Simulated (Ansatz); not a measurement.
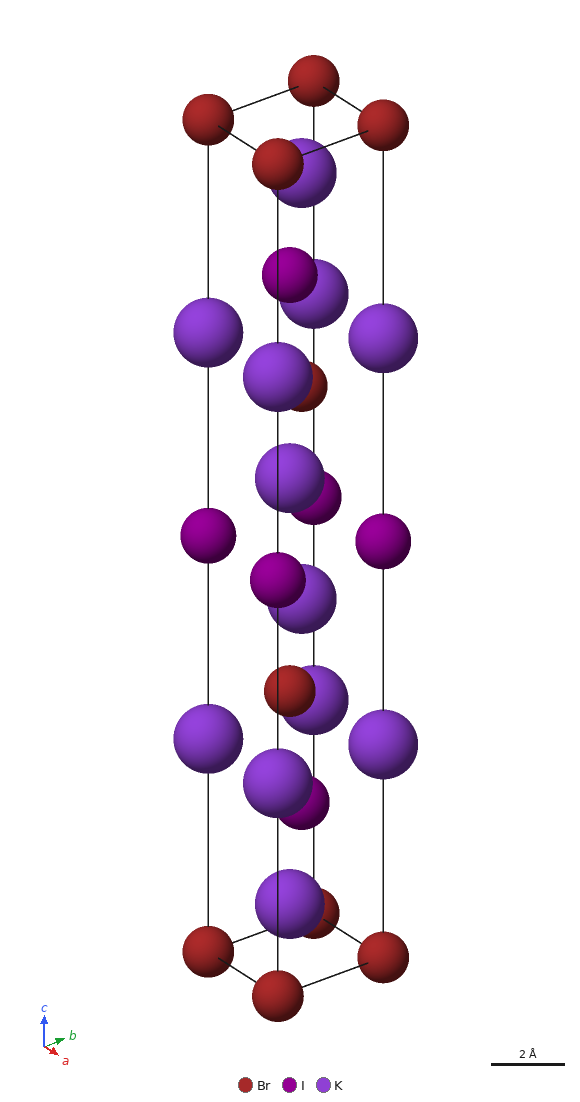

Spheres-only drawing of the structure, looking slightly off an axis. One conventional unit cell is framed, with atoms on its boundary repeated.

K2IBr, space group R-3m (No. 166), a = 4.837 Å, b = 4.837 Å, c = 23.760 Å, α = 90.00°, β = 90.00°, γ = 120.00°. The structure comes from a structure type filled with these elements by a generator (whether the compound takes this form wasn't checked). Earlier steps of the study may have refined or changed the cell and positions. A calculation with Ansatz used it as input.

This one geometry was computed with Ansatz (DFT, plane waves, PAW) at five levels of theory: PBE with spin-orbit coupling, PBE, HSE06, PBE0 and r2SCAN. It was relaxed beforehand with r2SCAN.

### How does the band gap change with the level of theory?

PBE with spin-orbit coupling: a gap of 3.52 eV, direct; PBE: a gap of 3.84 eV, direct; r2SCAN: a gap of 4.44 eV, direct; HSE06: a gap of 4.85 eV, direct; PBE0: a gap of 5.54 eV, direct.

### Collect the results in a table.

| level | cutoff (eV) | k-mesh of the run's cell | gap (eV) | pressure (GPa) |
| --- | --- | --- | --- | --- |
| PBE with spin-orbit coupling | 420 | 6×6×6 | 3.52 | 0.6 |
| PBE | 420 | 6×6×6 | 3.84 | 0.6 |
| HSE06 | 420 | 4×4×4 | 4.85 | 0.3 |
| PBE0 | 420 | 4×4×4 | 5.54 | 0.3 |
| r2SCAN | 500 | 6×6×6 | 4.44 | 0.0 |

Gaps are taken on the k-mesh or band path of each run.
